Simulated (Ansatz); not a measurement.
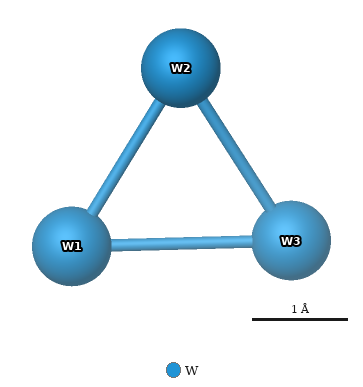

Figure 1. The input geometry (ball-and-stick view, seen at a tilt; atoms are numbered from 1 in the order of the input). Sticks mark near contacts. Bond lengths as drawn: W–W 2.25 to 2.32 Å.

# Geometry relaxation, with input and output: W₃ (charge −1)

System: W₃, charge −1, multiplicity 4.
Method: UKS PBE0-D4/def2-TZVPD (Ansatz 0.2.0).

The geometry: PBE0-D4/def2-TZVPD start. Figures and captions count atoms from 1; the log counts them from 0 in places.

## Log
```
Functional definition: PBE0
  name "PBE0"
  cite "Adamo & Barone, J. Chem. Phys. 110, 6158 (1999) doi:10.1063/1.478522"
  cite "Perdew, Burke & Ernzerhof, Phys. Rev. Lett. 77, 3865 (1996) doi:10.1103/PhysRevLett.77.3865"
  parent pbe
  parameter a = 0.25
  parameter kappa = 0.804
  parameter beta = 0.06672455060314922
  exchange = (1 - a)*pbe_x(kappa = kappa, mu = beta*pi^2/3) + a*exact_x
  correlation = pbe_c(beta = beta)
these checks for a lower state are left out or cut short: stability, starts, cluster_reference, orbital_swaps, neighbouring_geometries, increment
1257 factors; integrals over basis functions are off by at most 2.7e-4 eV
mean field evaluation 1: about -5465.6480 eV, gradient 3.4e1 eV
mean field evaluation 2: about -5392.7026 eV, gradient 1.2e2 eV
mean field evaluation 4: about -5469.0270 eV, gradient 2.2e1 eV
mean field evaluation 8: about -5471.0610 eV, gradient 1.4e0 eV
mean field evaluation 16: about -5471.3211 eV, gradient 1.3e-1 eV
mean field evaluation 32: about -5471.3258 eV, gradient 6.2e-4 eV
mean field -5471.32580299 eV, -201.0675146621 hartree, gradient 6.1e-6 eV, S^2 4.111264; 0 other end points of the search recorded, 0 dependent functions left out
the calculation of the forces begins
reference -5471.32583097 eV, -201.0675156903 hartree; 23, 20 occupied and 106, 109 virtual orbitals, 1257 factors
relax step   1: F+E_penalty+E_count = -5471.45001163 eV  Δ(F+E_penalty+E_count) = +0.000e0 eV  max|allowed force component| = 1.321e0 eV/Å  Δτ_max = 0.0000 Å  (37 SCF iters, accepted)
these checks for a lower state are left out or cut short: stability, starts, cluster_reference, orbital_swaps, neighbouring_geometries, increment
1257 factors; integrals over basis functions are off by at most 2.9e-4 eV
mean field -5471.36356960 eV, -201.0689025595 hartree, gradient 3.5e-6 eV, S^2 4.249881; 0 other end points of the search recorded, 0 dependent functions left out
the calculation of the forces begins
reference -5471.36359770 eV, -201.0689035920 hartree; 23, 20 occupied and 106, 109 virtual orbitals, 1257 factors
relax step   2: F+E_penalty+E_count = -5471.48772622 eV  Δ(F+E_penalty+E_count) = -3.771e-2 eV  max|allowed force component| = 4.230e-1 eV/Å  Δτ_max = 0.0427 Å  (49 SCF iters, accepted)
these checks for a lower state are left out or cut short: stability, starts, cluster_reference, orbital_swaps, neighbouring_geometries, increment
1257 factors; integrals over basis functions are off by at most 2.9e-4 eV
mean field evaluation 64: about -5471.3685 eV, gradient 1.3e-4 eV
mean field -5471.36853575 eV, -201.0690850621 hartree, gradient 4.8e-6 eV, S^2 4.210285; 0 other end points of the search recorded, 0 dependent functions left out
the calculation of the forces begins
reference -5471.36856381 eV, -201.0690860932 hartree; 23, 20 occupied and 106, 109 virtual orbitals, 1257 factors
relax step   3: F+E_penalty+E_count = -5471.49270756 eV  Δ(F+E_penalty+E_count) = -4.981e-3 eV  max|allowed force component| = 1.675e-2 eV/Å  Δτ_max = 0.0113 Å  (41 SCF iters, accepted)
these checks for a lower state are left out or cut short: stability, starts, cluster_reference, orbital_swaps, neighbouring_geometries, increment
1257 factors; integrals over basis functions are off by at most 2.9e-4 eV
mean field -5471.36854976 eV, -201.0690855768 hartree, gradient 2.2e-6 eV, S^2 4.210021; 0 other end points of the search recorded, 0 dependent functions left out
the calculation of the forces begins
reference -5471.36857782 eV, -201.0690866080 hartree; 23, 20 occupied and 106, 109 virtual orbitals, 1257 factors
relax step   4: F+E_penalty+E_count = -5471.49272121 eV  Δ(F+E_penalty+E_count) = -1.365e-5 eV  max|allowed force component| = 1.974e-3 eV/Å  Δτ_max = 0.0006 Å  (46 SCF iters, accepted)
```

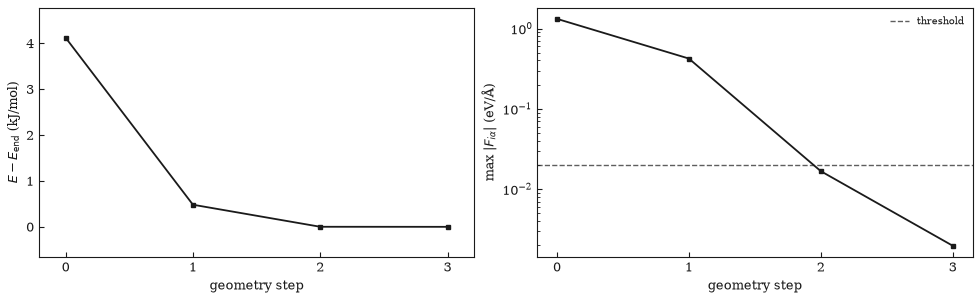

Figure 2. Progress of the relaxation, step by step (the first geometry is step 0 here and step 1 in the log).

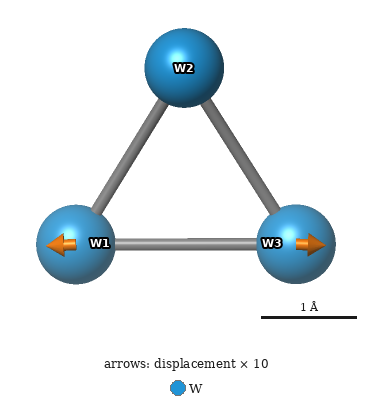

Figure 3. The starting structure with the displacements as orange arrows, magnified 10 times (ball-and-stick view, seen at a tilt). The two geometries are laid on each other by the best rigid fit. The energy falls by 4.12 kJ/mol in 3 geometry steps. The largest force component goes from 1.3 to 0.002 eV/Å. The largest moves after the best rigid fit, 0.032 Å, are those of W1 and W3. Distances before and after: W1–W3 2.317 → 2.381 Å, W1–W2 2.253 → 2.273 Å. (Atoms are counted from 1 in the order of the input.)

```
Total energy: -5471.49274927 eV, -201.0736498247 hartree
Atom 0 at     0.019468     1.693526     2.265931 Å, force     0.000091     0.000893     0.000229 eV/Å
Atom 1 at     0.309779     2.689725     0.243656 Å, force    -0.000298    -0.001974     0.000674 eV/Å
Atom 2 at     0.032753     0.433649     0.246114 Å, force     0.000208     0.001082    -0.000903 eV/Å
Dipole moment:    -0.031099    -0.178286     0.110972 e Å
Checks for a lower state left out: stability, starts, cluster_reference, orbital_swaps, neighbouring_geometries, increment
```

## Trajectory as extended XYZ (Å, eV, eV/Å), 4 frames, from step=1 to step=4
```
3
Properties=species:S:1:pos:R:3:forces:R:3 step=1 energy=-5471.45001
W     0.0199    1.6779    2.2380   -0.0603   0.4031   1.3206
W     0.3094    2.6874    0.2453    0.1050   0.5999  -0.3772
W     0.0328    0.4516    0.2724   -0.0447  -1.0031  -0.9434
3
Properties=species:S:1:pos:R:3:forces:R:3 step=2 energy=-5471.48773
W     0.0192    1.6981    2.2756    0.0234  -0.0960  -0.4230
W     0.3102    2.6919    0.2423   -0.0424  -0.2439   0.1506
W     0.0326    0.4269    0.2378    0.0191   0.3398   0.2724
3
Properties=species:S:1:pos:R:3:forces:R:3 step=3 energy=-5471.49271
W     0.0194    1.6931    2.2655    0.0005   0.0124   0.0128
W     0.3098    2.6901    0.2435   -0.0013  -0.0080   0.0039
W     0.0327    0.4338    0.2467    0.0009  -0.0044  -0.0167
3
Properties=species:S:1:pos:R:3:forces:R:3 step=4 energy=-5471.49272
W     0.0195    1.6935    2.2659    0.0001   0.0009   0.0002
W     0.3098    2.6897    0.2437   -0.0003  -0.0020   0.0007
W     0.0328    0.4336    0.2461    0.0002   0.0011  -0.0009
```

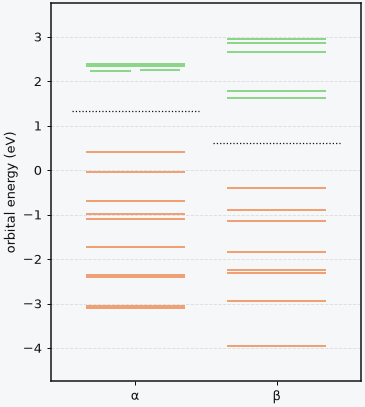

Figure 4. Orbital energies near the frontier for α and β spins; the dotted line parts filled from empty levels, and levels within 0.02 eV of each other stand side by side. α: highest filled 0.41 eV, lowest empty 2.23 eV, 1.82 eV apart; β: highest filled −0.41 eV, lowest empty 1.63 eV, 2.04 eV apart.

This output came from the following input.

## The input
```yaml
crystal:
  periodic: [false, false, false]
  atoms:
    - {symbol: W, position_ang: [0.019874, 1.677897, 2.237974]}
    - {symbol: W, position_ang: [0.309360, 2.687411, 0.245278]}
    - {symbol: W, position_ang: [0.032766, 0.451592, 0.272448]}
basis:
  gaussian: {orbitals: def2-TZVPD}
total_charge: -1
magnetization: {spin_polarized: true, initial_magnetization: 3}
hamiltonian: {xc: pbe0, dispersion: d4}
scf: {lower_state_search: "off"}
output: {orbitals: {seedname: orbitals}}
relax: {f_tol: 0.02, max_steps: 100}
```

Launch command:
```bash
ansatz run in.yaml --threads 4 --pin off --events-out ev --progress --plain --max-ram 3916MiB
```

## Key numbers

| quantity | value |
| --- | --- |
| outcome | converged |
| total energy | −5471.4927 eV |
| mean-field energy | −5471.3686 eV |
| dispersion energy | −0.1242 eV |
| ⟨S²⟩ | 4.210 |
| HOMO (either spin) | 0.41 eV |
| LUMO (either spin) | 1.63 eV |
| largest force (length of the vector) at the end | 0.002 eV/Å |
| hardware | 4 threads of Arm Neoverse V2, 23 GiB of memory available, shared host |
| wall time | 17 s (CPU time 61 s) |
| peak memory | 0.35 GiB |

## Remarks

⟨S²⟩ is 4.21 against 3.75 for a pure state: the solution is spin-contaminated. The highest filled orbital lies above zero: either the extra electron isn't bound at this level, or the self-interaction error of the functional lifts the level.
